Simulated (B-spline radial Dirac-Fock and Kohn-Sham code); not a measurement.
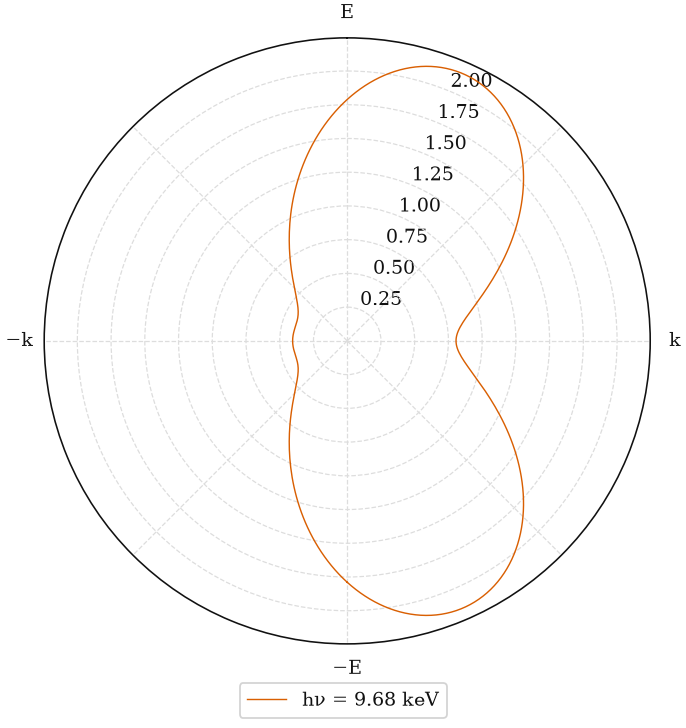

Angular distribution of photoelectrons from L3 (2p3/2) in the plane of the polarisation E (up) and the photon direction k (right), relative to an isotropic one. It refers to Co⁴⁺. Computed with a B-spline radial code: a Dirac–Hartree–Slater potential; 1 + βP₂(cos θ) + (δ + γ cos²θ) sin θ cos φ with E1 and E1–E2 terms. Open shells are averaged over j.

### Is the pattern at 9.68 keV symmetric between forward and backward?

No: 45° forward of E it is 3.3 times the value 45° backward, from the non-dipole terms.

### What are β, γ and δ at 9.68 keV?

β = 0.789, γ = 1.422, δ = 0.201.
